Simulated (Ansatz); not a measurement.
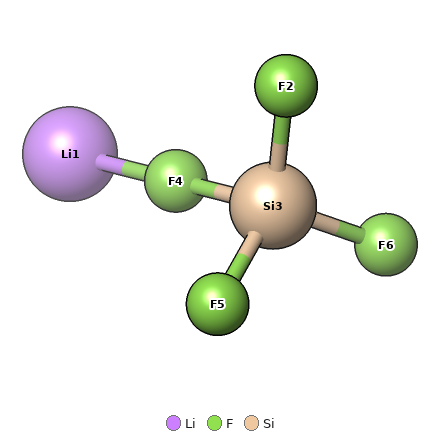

The system is F4LiSi, charge +1; the picture shows the reference structure. The turn is about an axis along (0.14, −0.99, 0.04) in the frame of the relaxed pair, normal to the line between the partners. First axis: distance F4···Li1. Second axis: turn of Li1 about F4. The scan uses an 11 × 11 grid. Points are written as (first, second). Energies are in kcal/mol, from the lowest grid point. Computed with RKS PBE0-D4/def2-SVPD in Ansatz.

Its coordinates:

```xyz
6

Li   -0.0529   -0.1145   -2.8161
F    -1.4478   -0.3615    1.1014
Si    0.0123    0.0266    0.6540
F    -0.0199   -0.0421   -1.0060
F     1.1060   -1.0249    1.0792
F     0.4023    1.5164    0.9874
```

Range: distance F4···Li1 from 1.522 to 4.122 Å; turn of Li1 about F4 from −90 to 90°.

What landscape does the calculation give?

Answer. The lowest grid point is at (1.795 Å, 0°). No other kind of well shows on this grid. The highest grid point, (1.522 Å, 90°), lies 33.5 kcal/mol above the lowest. Round the minimum the two coordinates are nearly uncoupled.

| turn of Li1 about F4 ↓, distance F4···Li1 → | 1.522 | 1.625 | 1.795 | 2.004 | 2.243 | 2.507 | 2.794 | 3.100 | 3.424 | 3.765 | 4.122 |
| --- | --- | --- | --- | --- | --- | --- | --- | --- | --- | --- | --- |
| 90 | 33.5 | 25.0 | 18.0 | 15.5 | 15.7 | 16.7 | 16.6 | 17.7 | 18.6 | 19.3 | 19.9 |
| 72 | 20.4 | 13.5 | 8.8 | 8.5 | 10.3 | 11.8 | 14.0 | 15.9 | 17.3 | 18.4 | 19.2 |
| 54 | 13.8 | 7.6 | 3.9 | 4.5 | 7.0 | 9.5 | 12.2 | 14.5 | 16.2 | 17.5 | 18.5 |
| 36 | 10.2 | 4.5 | 1.4 | 2.4 | 5.4 | 8.2 | 11.3 | 13.6 | 15.5 | 16.8 | 17.9 |
| 18 | 8.4 | 3.0 | 0.3 | 1.6 | 4.7 | 7.7 | 10.8 | 13.2 | 15.0 | 16.4 | 17.5 |
| 0 | 8.0 | 2.7 | 0.0 | 1.4 | 4.5 | 7.5 | 10.6 | 13.0 | 14.9 | 16.3 | 17.4 |
| −18 | 8.4 | 3.0 | 0.3 | 1.6 | 4.7 | 7.7 | 10.7 | 13.2 | 15.0 | 16.4 | 17.5 |
| −36 | 10.0 | 4.3 | 1.2 | 2.3 | 5.2 | 8.1 | 11.1 | 13.6 | 15.4 | 16.8 | 17.8 |
| −54 | 13.1 | 6.9 | 3.3 | 3.9 | 6.4 | 8.9 | 11.8 | 14.1 | 15.8 | 17.2 | 18.2 |
| −72 | 18.3 | 11.3 | 6.7 | 6.4 | 8.4 | 10.0 | 12.4 | 14.5 | 16.1 | 17.4 | 18.4 |
| −90 | 28.8 | 20.1 | 12.8 | 9.9 | 9.8 | 11.0 | 12.2 | 13.1 | 14.8 | 16.4 | 17.7 |

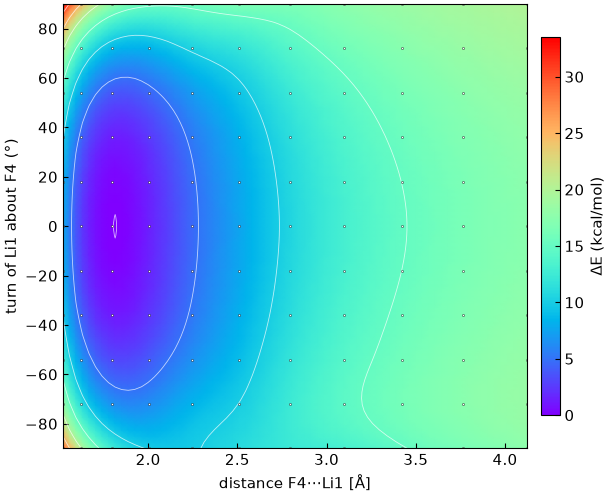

In the figure: a smooth colour map with a few white contour lines, dots at the grid points. Between grid points the surface is interpolated.

The whole map (121 points run) took 13 min on 1 thread of Arm Neoverse V1, on a shared host.
